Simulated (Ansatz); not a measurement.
System: H2O2Zn···HF.

Input file:

```
crystal:
  periodic: [false, false, false]
  atoms:
    - { symbol: Zn, position_ang: [-0.4545, -0.0583, -0.5501] }
    - { symbol: O, position_ang: [0.0831, -1.1441, 1.2791] }
    - { symbol: O, position_ang: [-0.4329, 0.2027, -2.2521] }
    - { symbol: H, position_ang: [0.702, -0.0325, 1.2585] }
    - { symbol: F, position_ang: [0.8762, 1.0237, 0.7062] }
    - { symbol: H, position_ang: [-0.5109, -1.1125, 2.0292] }
    - { symbol: H, position_ang: [-0.2631, 1.121, -2.4707] }
basis:
  gaussian: { orbitals: def2-SVP }
hamiltonian:
  xc: b3lyp
  dispersion: d4
relax:
  f_tol: 0.15
  max_steps: 25
  restrain:
    - { distance: [0, 4], at: 3.09, k: 30.0 }
    - { distance: [3, 1], at: 2.27, k: 30.0 }
    - { distance: [0, 1], at: 1.88, k: 30.0 }
    - { distance: [3, 4], at: 0.88, k: 30.0 }
output:
  orbitals: {}
```

Run with:

```sh
ansatz run input.yaml --threads 2 --pin off --max-ram 3072MiB --backend cpu --events-out ev --progress --plain --runs-dir out
```

The fields are those of the run's last geometry, not of the input's.

Not at a stationary point (largest force 1.4 eV/Å).

Method: RKS B3LYP-D4/def2-SVP in Ansatz 0.2.0.

Question: Predict the electron density and electron localisation function between the atoms.

Answer: Zn1···H4 (2.79 Å): the density falls to about 0.07 e/Å³ on the way; the ELF dips to about 0 between them.
Zn–O (1.77 Å): ρ is about 0.85 e/Å³ halfway; the ELF peaks at about 0.85 in the valence shell of O, 0.6 Å from its nucleus, and is about 0.20 at the midpoint.
Zn–O (1.85 Å): the density is about 0.73 e/Å³ at the midpoint; the ELF peaks at about 0.85 in the valence shell of O, 0.6 Å from its nucleus, and is about 0.15 at the midpoint.
O–H (0.97 Å): the density is about 3.6 e/Å³ at the midpoint; the ELF climbs to about 1 towards the hydrogen, as it does in any bond to H (a covalent bond by its length).

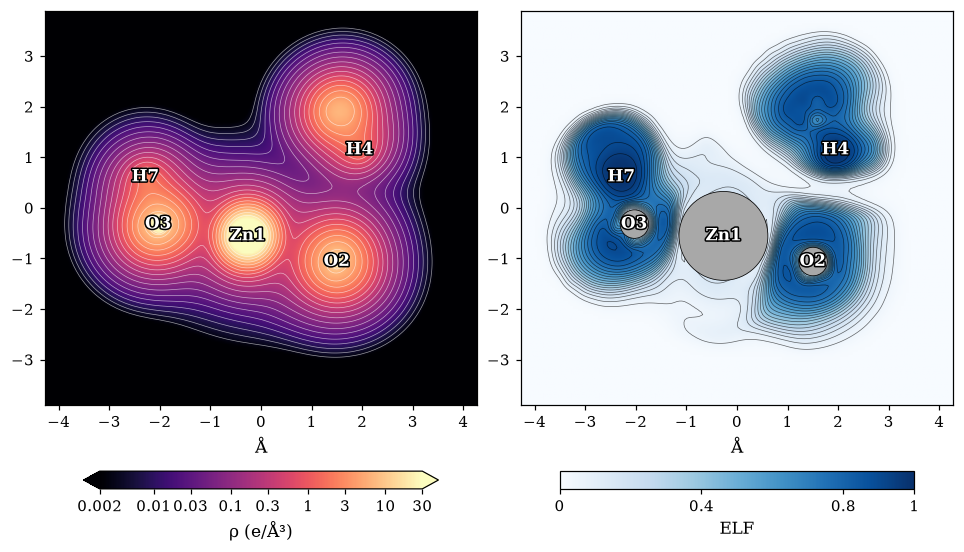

Computed electron density and electron localisation function on the plane of atoms Zn1, O3 and H7, in this order. Grey discs cover the atomic cores in the ELF map. 
